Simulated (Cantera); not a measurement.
Charge: 1 mol BF3, a varied amount of H2O, 0.15 mol H2, at 1150 °C and 51.8 Torr.

Cantera equilibrium calculation (NASA polynomials, part measured and part estimated; ideal gas, pure solids and liquids). Candidate condensed phases: B, B2O3, B3O3H3, H2O; 43 gas species. The tables' values for BF2 are old estimates; treat these amounts as uncertain. Gases not in the tables: H3BO3. Equilibrium is a limit: real reactors are often held back by kinetics, nucleation or transport.

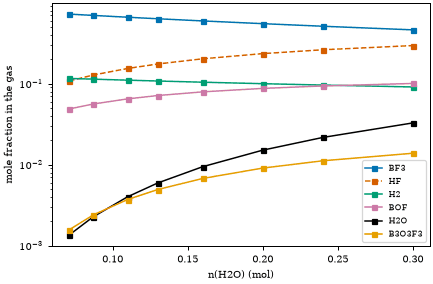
Equilibrium gas composition (values under 1e-9 drawn at 1e-9)

Task: Read off the mole fractions at 0.13 mol H2O.

Result: BF3 about 0.63, HF about 0.18, H2 about 0.11, BOF about 0.071, H2O about 0.0059, B3O3F3 about 0.0049.
